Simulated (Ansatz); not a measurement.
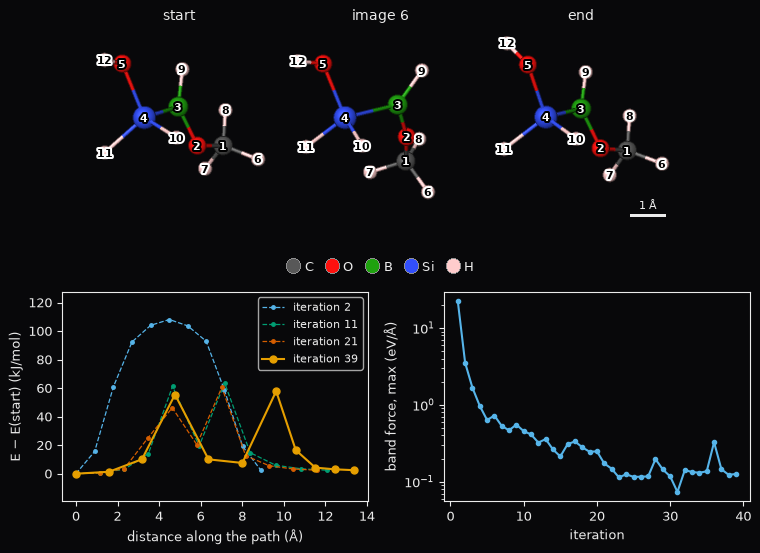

NEB run on CH7BO2Si. Images are numbered from 0 (start) to 10 (end). The plot follows the band through its iterations. Style: ball-and-stick. Shown from a free direction.

All numbers below come from Ansatz 0.2.0, RKS PBE0-D4/6-31G. Set-up: 9 movable images; climbing image; force threshold 0.03 eV/Å; iteration limit 39; starting path through a guess of the saddle point.

**Judge this run.**

The result isn't final. The band hadn't converged when the run stopped after 39 iterations. The largest component of the band force went from 22 to 0.13 eV/Å. The barrier read from it is provisional, though the highest image hardly moved in the last two iterations. The first iteration put the highest image at 592.6 kJ/mol. The energy climbs by 57.9 kJ/mol to image 6 and then falls by 55.4 kJ/mol, so the end point sits at +2.5 kJ/mol. The profile has 2 maxima (images 3, 6) with a dip at image 5 (+7.5 kJ/mol), which on an unconverged band is provisional.
